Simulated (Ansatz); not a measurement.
# How fast states decay through TlS3I, part 2 of 4

A new crystal, TlS3I: structure, gap and complex bands. It is built by putting S for O in the TlIO3 structure of space group R3m, with the volume rescaled by atomic radii. The parent structure comes from the Materials Project.

Ansatz 0.2.0; r2SCAN DFT, plane waves, PAW files (the session's first sound run).

So far. Step 2 (Cell and atoms at rest): The largest force component on a free atom ends at 0.0038 eV/Å.

The structure was built from a prototype and need not be the compound's stable phase.

## (3) Band edges

The energy window and the wavevectors of the next steps follow from the band edges, so these are searched first, off the mesh as well.

Contents of input.yaml:

```yaml
crystal:
  lattice:
    - [3.5359486104, 2.041480882, 3.6112169548]
    - [-3.5359486104, 2.041480882, 3.6112169548]
    - [0.0, -4.082961764, 3.6112169548]
  atoms:
    - { symbol: Tl, position: [0.0175755699, 0.0175755699, 0.0175755699] }
    - { symbol: I, position: [0.5199542218, 0.5199542218, 0.5199542218] }
    - { symbol: S, position: [0.9518046106, 0.4241828039, 0.4241828039] }
    - { symbol: S, position: [0.4241828039, 0.9518046106, 0.4241828039] }
    - { symbol: S, position: [0.4241828039, 0.4241828039, 0.9518046106] }
kpoints:
  mp_grid: { grid: [6, 6, 6] }
  band_path: { path: [VBM, CBM], npoints: 30 }
scf:
  occupations: { method: fixed }
hamiltonian:
  xc: r2scan
output:
  eigenvalues: true
  write_potential: true
  write_density: true
  volumetric_format: npy
  elf: true
```

Launch:

```bash
$ ansatz run input.yaml --threads 2 --pin off --max-ram 4096MiB --backend cpu --events-out ev --progress --plain --runs-dir out
```

Numbers of over 12 decimals in the logs are rounded to 6 here.

Output:

```text
[...]
Crystal: 5 atoms, lattice volume = 156.407 Å³
Basis set: ecut = 500 eV, 3973 PW (Γ), exchange–correlation on 160×160×160 points (64 copies of the dense FFT grid, shifted against one another)
Bands: 29, of which v1, the nominal top of the filled ones, is band 24 counted from 1 (23 counted from 0)
Symmetry: 6 space group operations
[...]
k-points: 32 of 216 (time reversal used)
[...]
SCF iter   1: F=—  HF=-21702.223335 eV  |F-HF|=—  |Δ(HF+E_count)|=         —  Δρ=5.72e-3  dr2=5.96e-2  dr2_τ=3.62e-2  ethr=1.77e-3  ⟨swp⟩=5.9  Hψ=4051  notcnv=0  defer=90
[...]
SCF iter   7: F=-21702.228040 eV  HF=-21702.228040 eV  |F-HF|=1.15e-8  |Δ(HF+E_count)|=   1.13e-7  Δρ=3.89e-6  dr2=3.53e-8  dr2_τ=1.20e-9  ethr=2.08e-10  ⟨swp⟩=10.5  Hψ=4393  notcnv=0
SCF 1 converged in 7 iterations: F = -21702.228040 eV  dr2 = 3.53e-8
[...]
NSCF: frozen V_eff on 32 k-points
[...]
SCF converged after 7 iterations
Free energy (F): -21702.228040 eV
[...]
Internal energy: -21702.228040 eV  (E = F + TS)
E sigma→0 (E₀):  -21702.228040 eV
Fermi energy:    4.113138 eV
[...]
--- Band table (eV; the first three rows and the last of 32) ---
  k-point 0: bands = [... 20 lower, 2.8522, 3.0492, 3.0492, 3.7984, 5.3593, 7.3884, 7.3884, 9.1558, ... 1 higher]
  k-point 1: bands = [... 20 lower, 2.8071, 3.0285, 3.1377, 3.6746, 5.7455, 7.2191, 7.6221, 8.6446, ... 1 higher]
  k-point 2: bands = [... 20 lower, 2.8143, 2.8928, 3.3984, 3.5422, 6.3429, 6.7858, 8.0278, 8.0875, ... 1 higher]
  k-point 31: bands = [... 20 lower, 3.6529, 3.8457, 3.8457, 4.1131, 4.6514, 5.6319, 5.6319, 9.0963, ... 1 higher]
```

The job ended after 15 s (2 threads of Intel Xeon Platinum 8559C (Emerald Rapids), shared host; peak memory 0.68 GiB).

In the SCF lines HF is the Harris–Foulkes energy and dr2 the Hartree energy of the density residual, in eV; the loop may stop once dr2 is under the threshold and the program's other checks hold. Hψ counts applications of the Hamiltonian.

Numbers from this step:

- free energy: -21702.2280 eV
- Fermi energy: 4.113 eV
- gap on the k-mesh: 0.5382 eV
- gap on path: 0.5382 eV, by band count; negative where bands overlap
- direct gap on path: 0.5382 eV
- edge places on path: 0, 0 1/A along the path

Levels at VBM (eV): -5.31, -4.79, -4.79, -3.64, -2.22, -2.22, -0.46, -0.27, -0.27, 0.00, 0.54, 1.52, 1.52, 4.98, 5.85.

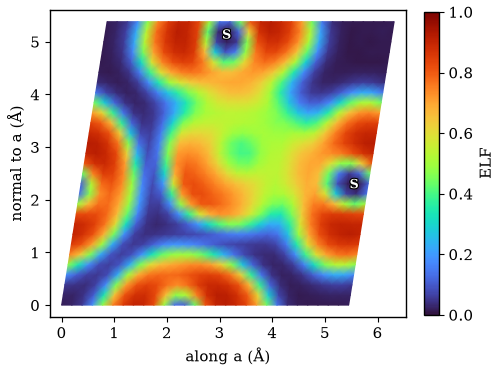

ELF in the ac plane of the cell as run, not the conventional one, at fractional y = 0.424, with atoms of S within 0.2 Å of it. It is the smooth field of the valence electrons, not physical close to the nuclei.

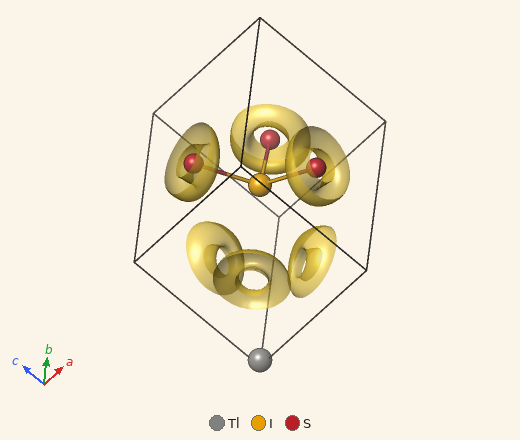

Surface of ELF = 0.84. Drawn on the cell as run, not the conventional one. Bonds to atoms that aren't drawn are left out.

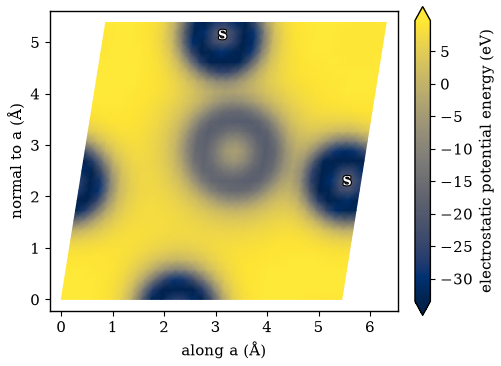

Electrostatic potential energy in the ac plane of the cell as run, not the conventional one, at fractional y = 0.424, with atoms of S within 0.2 Å of it. With pseudopotentials it is smooth inside the atoms' cores, unlike the true potential.

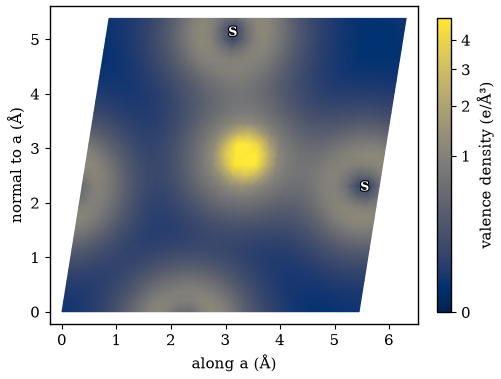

Valence density in the ac plane of the cell as run, not the conventional one, at fractional y = 0.424, with atoms of S within 0.2 Å of it. It is the smooth field of the valence electrons, not physical close to the nuclei. The colour scale is stretched toward low values.

The searched edges give 0.538 eV, as on the mesh.

## (4) Complex bands, plane (110), k-mesh 6×6×6

This step: r2SCAN DFT, plane waves, PAW files; complex bands by layer matching along the plane's normal (Ansatz 0.2.0).

The same crystal is laid in a cell whose first two vectors span the (110) plane (indices of the standard conventional cell, whose axes can be ordered otherwise than in the bulk input). At fixed energy and wavevector in the plane the solver finds all kz, real and complex. A few wavevectors are listed, (0, 0) and (-0.5, 0) in units of the plane's reciprocal vectors; the slowest state needn't be among them.

Contents of input.yaml:

```yaml
crystal:
  lattice:
    - [5.450822384, 0.0, 0.0]
    - [1.726564977, 8.114992405, 0.0]
    - [0.863282488, 4.057496202, 3.53594861]
  atoms:
    - { symbol: Tl, position: [0.0175755699, 0.0175755699, 0.0] }
    - { symbol: I, position: [0.5199542218, 0.5199542218, 0.0] }
    - { symbol: S, position: [0.4241828039, 0.4241828039, 0.5276218067] }
    - { symbol: S, position: [0.9518046106, 0.4241828039, 0.0] }
    - { symbol: S, position: [0.4241828039, 0.9518046106, 0.4723781933] }
kpoints:
  mp_grid: { grid: [6, 6, 6] }
scf:
  occupations: { method: fixed }
hamiltonian:
  xc: r2scan
output:
  eigenvalues: true
  transmission:
    leads: [[0, 0]]
    kpoints: [[0.0, 0.0], [-0.5, 0.0]]
    e_range: [-1.0, 1.54]
    de: 0.05
```

Output:

```text
[...]
Crystal: 5 atoms, lattice volume = 156.407 Å³
Basis set: ecut = 500 eV, 3973 PW (Γ), exchange–correlation on 160×256×160 points (64 copies of the dense FFT grid, shifted against one another)
Bands: 29, of which v1, the nominal top of the filled ones, is band 24 counted from 1 (23 counted from 0)
Symmetry: 6 space group operations
[...]
k-points: 32 of 216 (time reversal used)
[...]
SCF iter   1: F=—  HF=-21702.223310 eV  |F-HF|=—  |Δ(HF+E_count)|=         —  Δρ=5.72e-3  dr2=5.96e-2  dr2_τ=3.62e-2  ethr=1.77e-3  ⟨swp⟩=5.9  Hψ=4055  notcnv=0  defer=91
[...]
SCF iter   7: F=-21702.228040 eV  HF=-21702.228040 eV  |F-HF|=1.20e-8  |Δ(HF+E_count)|=   1.14e-7  Δρ=3.82e-6  dr2=3.60e-8  dr2_τ=1.34e-9  ethr=2.08e-10  ⟨swp⟩=10.6  Hψ=4435  notcnv=0
SCF 1 converged in 7 iterations: F = -21702.228040 eV  dr2 = 3.60e-8
[...]
transmission: 5 of 10 steps passed
transmission: 10 of 10 steps passed
SCF converged after 7 iterations
Free energy (F): -21702.228040 eV
[...]
Internal energy: -21702.228040 eV  (E = F + TS)
E sigma→0 (E₀):  -21702.228040 eV
Fermi energy:    4.113142 eV
[...]
--- Band table (eV; the first three rows and the last of 32) ---
  k-point 0: bands = [... 20 lower, 2.8522, 3.0492, 3.0492, 3.7984, 5.3593, 7.3884, 7.3884, 9.1558, ... 1 higher]
  k-point 1: bands = [... 20 lower, 2.7827, 2.8988, 3.2283, 3.5102, 6.2603, 7.1893, 7.7336, 8.5082, ... 1 higher]
  k-point 2: bands = [... 20 lower, 2.7743, 3.0086, 3.2646, 3.4761, 6.3484, 6.9378, 7.6766, 8.4598, ... 1 higher]
  k-point 31: bands = [... 20 lower, 3.6529, 3.8457, 3.8457, 4.1131, 4.6514, 5.6319, 5.6319, 9.0963, ... 1 higher]
--- Transmission ---
  basis      : 461 plane waves across, 5 finite elements along
  points     : 2, as listed
  energies   : 51 from -1.000000 to 1.500000 eV about the Fermi level, 0.050000 eV apart; the leads are filled to 0.269118 eV, and channels, transmission and decay are at 0.250000 eV
  crystal 0  : S3Tl1I1, at the sites [0, 0], period 3.5359 Å: whole cells are its period
    offset         : up to 0.0000 Å between an atom of the period and one for which it stands
    channels       : 0.000000e0 a spin
    conductance    : none, the energies end too early or step too widely for 300 K: set another output.transmission.e_range or a lower de, or, where they end at an eighth of basis.ecutwfc, a higher one
    slowest decay  : 0.0963 /Å at (-0.5000, 0.0000)
```

Run time: 83 s. Hardware: 2 threads; peak memory 1.9 GiB; 2.7 min of CPU time.

Numbers from this step:

| Property | Result |
| --- | --- |
| level to which the leads are filled | 0.2691 eV from the Fermi level |
| decay constant at the filling level, zone centre | 0.1515 Å⁻¹ |
| decay constant at the filling level, slowest listed point | 0.0963 Å⁻¹ |

K parallel (0, 0); values up to 1.5 1/Å, a degenerate pair printed once or twice; energies at which all values exceed this have no row. Im kz of the slowest decaying states against energy, zero at the highest filled level on the SCF mesh:

```csv
energy (eV),decay 1 (Å⁻¹),decay 2 (Å⁻¹),decay 3 (Å⁻¹),decay 4 (Å⁻¹)
-1.0000,0.0356,0.0898,0.171,0.321
-0.7500,0.0726,0.0869,0.164,0.309
-0.5000,0.0912,0.173,0.197,0.329
-0.2500,0.101,0.188,0.225,0.254
0.0000,0.116,0.175,0.230,0.264
0.2500,0.151,0.184,0.248,0.300
0.5000,0.162,0.176,0.254,0.324
0.7500,0.155,0.155,0.253,0.337
1.0000,0.117,0.130,0.247,0.344
1.2500,0.0722,0.235,0.345,0.366
1.5000,0.217,0.341,0.366,0.461
```

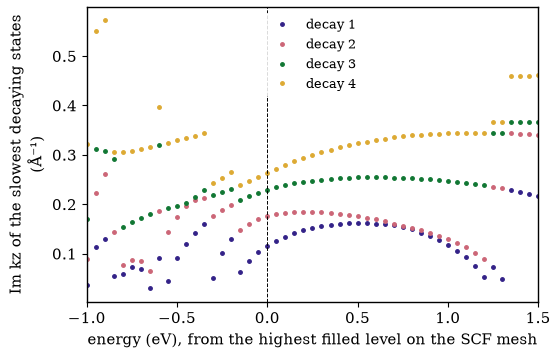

Im kz of the slowest decaying states against energy.

K parallel (0, 0). The Re kz of states that move upwards by energy, zero at the highest filled level on the SCF mesh:

```csv
energy (eV),channel 1 (Å⁻¹),channel 2 (Å⁻¹),channel 3 (Å⁻¹),channel 4 (Å⁻¹),channel 5 (Å⁻¹)
-1.000,-0.829,0.180,0.631,-,-
-0.800,0.706,-,-,-,-
-0.600,-0.292,0.632,0.821,-,-
-0.400,-0.130,0.739,-,-,-
-0.200,0.875,-,-,-,-
0.000,-,-,-,-,-
0.200,-,-,-,-,-
0.400,-,-,-,-,-
0.600,-,-,-,-,-
0.800,-,-,-,-,-
1.000,-,-,-,-,-
1.200,-,-,-,-,-
1.400,-0.827,0.102,-,-,-
```

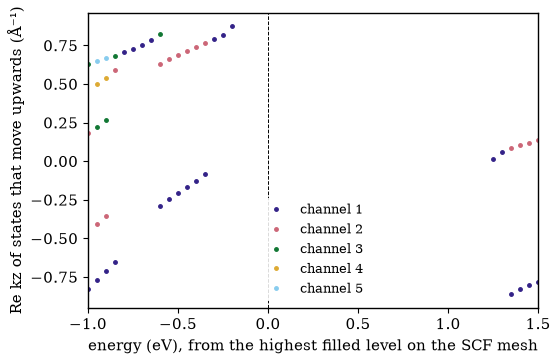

Re kz of states that move upwards against energy.

K parallel (-0.5, 0); values up to 1.5 1/Å, a degenerate pair printed once or twice; energies at which all values exceed this have no row. The Im kz of the slowest decaying states by energy, zero at the highest filled level on the SCF mesh:

```csv
energy (eV),decay 1 (Å⁻¹),decay 2 (Å⁻¹),decay 3 (Å⁻¹),decay 4 (Å⁻¹)
-1.000,0.137,0.253,0.584,0.706
-0.800,0.0226,0.235,0.359,0.689
-0.600,0.196,0.409,0.699,0.877
-0.400,0.106,0.146,0.387,0.738
-0.200,0.0555,0.143,0.192,0.246
0.000,0.00326,0.0974,0.166,0.290
0.200,0.0977,0.157,0.182,0.307
0.400,0.0784,0.193,0.218,0.360
0.600,0.200,0.206,0.357,0.426
0.800,0.192,0.203,0.354,0.451
1.000,0.173,0.203,0.349,0.469
1.200,0.144,0.200,0.343,0.482
1.400,0.0866,0.0980,0.193,0.336
```

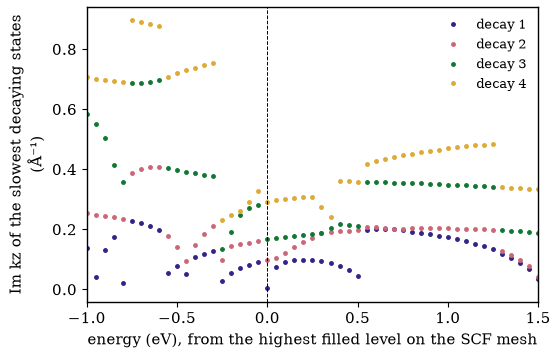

Im kz of the slowest decaying states, plotted against energy.

K parallel (-0.5, 0). Re kz of states that move upwards against energy, zero at the highest filled level on the SCF mesh:

```csv
energy (eV),channel 1 (Å⁻¹),channel 2 (Å⁻¹),channel 3 (Å⁻¹),channel 4 (Å⁻¹),channel 5 (Å⁻¹)
-1.0000,-0.331,-0.185,0.287,0.374,0.555
-0.7500,-0.110,0.232,0.423,0.482,0.677
-0.5000,0.496,0.580,0.625,0.765,-
-0.2500,0.691,-,-,-,-
0.0000,-,-,-,-,-
0.2500,-,-,-,-,-
0.5000,-,-,-,-,-
0.7500,-0.762,-,-,-,-
1.0000,-0.678,-,-,-,-
1.2500,-0.600,-,-,-,-
1.5000,-0.520,-,-,-,-
```

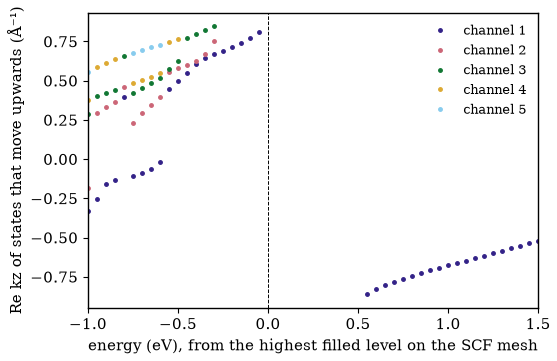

Re kz of states that move upwards, plotted against energy.

At the listed wavevectors the last open channel is at -0.05 eV and the next at +0.55 eV on the grid. At +0.25 eV, the grid energy nearest the filling level (the middle of the gap on the SCF mesh), the slowest state at the listed wavevectors decays with κ = 0.0963 Å⁻¹, its amplitude falling by e over 10 Å. Through 1 nm of this crystal that state's transmission falls by exp(−2 × 0.0963 Å⁻¹ × 10 Å) = 0.15.

## (5) Decay over the two-dimensional zone

The listed points could miss the slowest state, so one energy near mid-gap is solved on a mesh of 8×8.

Changes to input.yaml since step 4:

```diff
@@ -19,6 +19,2 @@
   eigenvalues: true
-  transmission:
-    leads: [[0, 0]]
-    kpoints: [[0.0, 0.0], [-0.5, 0.0]]
-    e_range: [-1.0, 1.54]
-    de: 0.05
+  transmission: { leads: [[0, 0]], kmesh: [8, 8], e_range: [0.27, 0.28], de: 0.05 }
```

Output:

```text
[...]
Crystal: 5 atoms, lattice volume = 156.407 Å³
Basis set: ecut = 500 eV, 3973 PW (Γ), exchange–correlation on 160×256×160 points (64 copies of the dense FFT grid, shifted against one another)
Bands: 29, of which v1, the nominal top of the filled ones, is band 24 counted from 1 (23 counted from 0)
Symmetry: 6 space group operations
[...]
k-points: 32 of 216 (time reversal used)
[...]
SCF iter   1: F=—  HF=-21702.223310 eV  |F-HF|=—  |Δ(HF+E_count)|=         —  Δρ=5.72e-3  dr2=5.96e-2  dr2_τ=3.62e-2  ethr=1.77e-3  ⟨swp⟩=5.9  Hψ=4055  notcnv=0  defer=91
[...]
SCF iter   7: F=-21702.228040 eV  HF=-21702.228040 eV  |F-HF|=1.20e-8  |Δ(HF+E_count)|=   1.14e-7  Δρ=3.82e-6  dr2=3.60e-8  dr2_τ=1.34e-9  ethr=2.08e-10  ⟨swp⟩=10.6  Hψ=4435  notcnv=0
SCF 1 converged in 7 iterations: F = -21702.228040 eV  dr2 = 3.60e-8
[...]
transmission: 20 of 170 steps passed
transmission: 40 of 170 steps passed
[...]
transmission: 170 of 170 steps passed
SCF converged after 7 iterations
Free energy (F): -21702.228040 eV
[...]
Internal energy: -21702.228040 eV  (E = F + TS)
E sigma→0 (E₀):  -21702.228040 eV
Fermi energy:    4.113142 eV
[...]
--- Band table (eV; the first three rows and the last of 32) ---
  k-point 0: bands = [... 20 lower, 2.8522, 3.0492, 3.0492, 3.7984, 5.3593, 7.3884, 7.3884, 9.1558, ... 1 higher]
  k-point 1: bands = [... 20 lower, 2.7827, 2.8988, 3.2283, 3.5102, 6.2603, 7.1893, 7.7336, 8.5082, ... 1 higher]
  k-point 2: bands = [... 20 lower, 2.7743, 3.0086, 3.2646, 3.4761, 6.3484, 6.9378, 7.6766, 8.4598, ... 1 higher]
  k-point 31: bands = [... 20 lower, 3.6529, 3.8457, 3.8457, 4.1131, 4.6514, 5.6319, 5.6319, 9.0963, ... 1 higher]
--- Transmission ---
  basis      : 461 plane waves across, 5 finite elements along
  points     : 34, standing for a mesh of 8 x 8
  energies   : 1 from 0.270000 to 0.270000 eV about the Fermi level; the leads are filled to 0.269118 eV, and channels, transmission and decay are at 0.270000 eV
  crystal 0  : S3Tl1I1, at the sites [0, 0], period 3.5359 Å: whole cells are its period
[...]
channels       : 0.000000e0 a spin
    conductance    : none, crystal 0 has no channel at the energies, or these end too early or step too widely for 300 K: set another output.transmission.e_range or a lower de, or, where they end at an eighth of basis.ecutwfc, a higher one
    slowest decay  : 0.0951 /Å at (0.5000, 0.0000)
```

Elapsed: 2.1 min, on 2 threads; peak memory 1.9 GiB; 4.1 min of CPU time.

This step gave:

```yaml
least_decay_constant_on_the_mesh: 0.0951 Å⁻¹
```

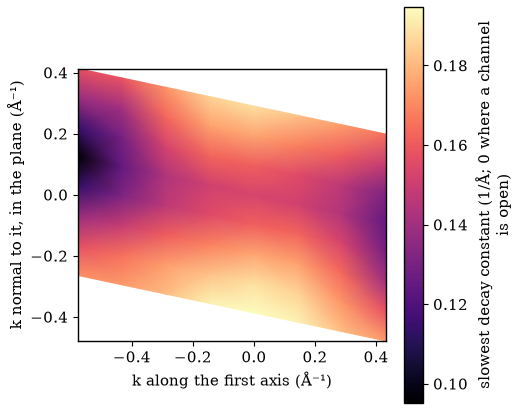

Slowest decay constant (1/Å; 0 where a channel is open) over k1 and k2. At 0.2700 eV from the Fermi level.

The least value on the mesh is 0.0951 Å⁻¹ at +0.27 eV. At that energy the listed points give about 0.0949 Å⁻¹ by interpolation, so the mesh holds no clearly slower state.

(Continued in part 3 of 4.)

[Logs are printed without paths, hosts, clocks, repeated set-up lines and the standing remarks that a program may print on its own settings, such as how far it seeks lower states.]

[Hosts, paths, dates, database ids (printed as entryN), source tags and the programs' standing remarks are cut or masked in the printed files.]

[New means built here by substitution; the compound itself may be known and measured.]
